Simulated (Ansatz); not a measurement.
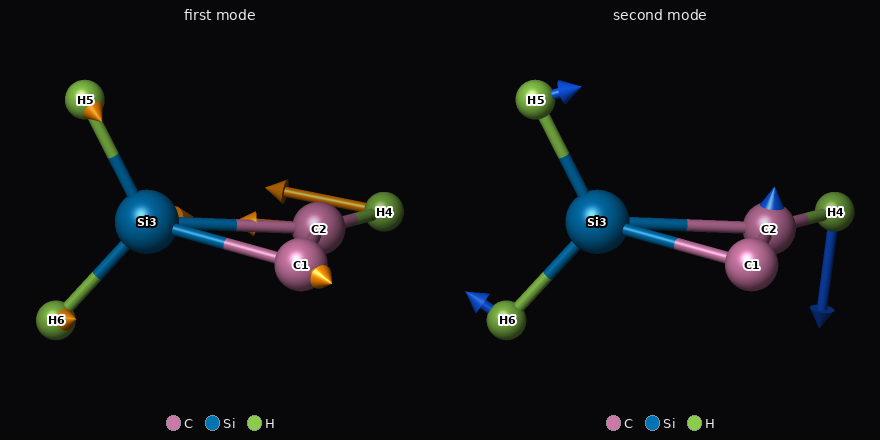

The system is C₂H₃Si, SMILES [C]1=C[SiH2]1, spin multiplicity 2; the picture shows the reference structure; its two panels give the patterns of the first and the second mode as arrows. 
- First axis: normal mode 4 (632 cm⁻¹). Second axis: normal mode 6 (737 cm⁻¹).
- Nothing is relaxed (straight displacements along the two mass-weighted modes).
- Grid: 11 × 11 points; 67 points were computed and 54 follow by symmetry.
- Points are written as (first, second).
- All energies are given in kcal/mol relative to the lowest grid point.
- Level of theory: UKS PBE0-D4/def2-TZVP in Ansatz 0.2.0.

Its coordinates:

```yaml
atoms:
  - { symbol: C, position_ang: [0.8215, -0.9783, 0.4625] }
  - { symbol: C, position_ang: [-0.3239, -1.0742, -0.1327] }
  - { symbol: Si, position_ang: [0.2167, 0.7099, 0.0891] }
  - { symbol: H, position_ang: [-1.1073, -1.7088, -0.5204] }
  - { symbol: H, position_ang: [0.7670, 1.4885, -1.0412] }
  - { symbol: H, position_ang: [-0.3740, 1.5628, 1.1427] }
```

Range: normal mode 4 (632 cm⁻¹) from −0.904 to 0.904 amu½·Å; normal mode 6 (737 cm⁻¹) from −0.566 to 0.566 amu½·Å.

Q: What will the energy surface look like?

A: The lowest grid point is at (0.000 amu½·Å, 0.000 amu½·Å). It is the only kind of minimum in the scanned range. The highest grid point, (0.904 amu½·Å, −0.566 amu½·Å), lies 32.7 kcal/mol above the lowest.

```
normal mode 6 (737 cm⁻¹) ↓, normal mode 4 (632 cm⁻¹) →  −0.904  −0.724  −0.543  −0.362  −0.181  0.000  0.181  0.362  0.543  0.724  0.904
                                                 0.566    20.5    17.6    15.0    13.0    11.7   11.2   11.9   14.0   17.8   23.9   32.7
                                                 0.453    15.9    12.9    10.4     8.3     7.0    6.5    7.2    9.3   13.1   19.2   28.1
                                                 0.340    12.7     9.7     7.2     5.1     3.8    3.3    3.9    6.0    9.9   16.0   24.8
                                                 0.227    10.7     7.8     5.2     3.2     1.8    1.3    1.9    4.0    7.8   13.9   22.8
                                                 0.113     9.7     6.7     4.2     2.2     0.8    0.3    0.9    2.9    6.8   12.9   21.7
                                                 0.000     9.3     6.4     3.9     1.9     0.5    0.0    0.6    2.6    6.5   12.5   21.4
                                                −0.113     9.7     6.7     4.2     2.2     0.8    0.3    0.9    2.9    6.8   12.9   21.7
                                                −0.227    10.7     7.8     5.2     3.2     1.8    1.3    1.9    4.0    7.8   13.9   22.8
                                                −0.340    12.7     9.7     7.2     5.1     3.8    3.3    3.9    6.0    9.9   16.0   24.8
                                                −0.453    15.9    12.9    10.4     8.3     7.0    6.5    7.2    9.3   13.1   19.2   28.1
                                                −0.566    20.5    17.6    15.0    13.0    11.7   11.2   11.9   14.0   17.8   23.9   32.7
```

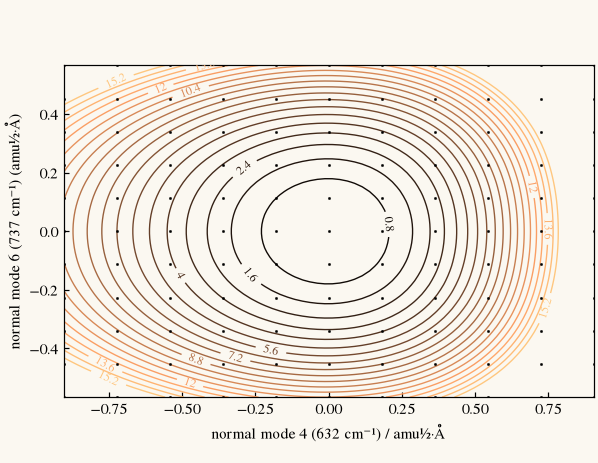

The picture shows contour lines labelled in kcal/mol (none above 15.2), dots at the grid points. Between grid points the surface is interpolated.

The whole map (67 points run) took 6.7 min on 1 thread of Arm Neoverse V2, on a shared host.
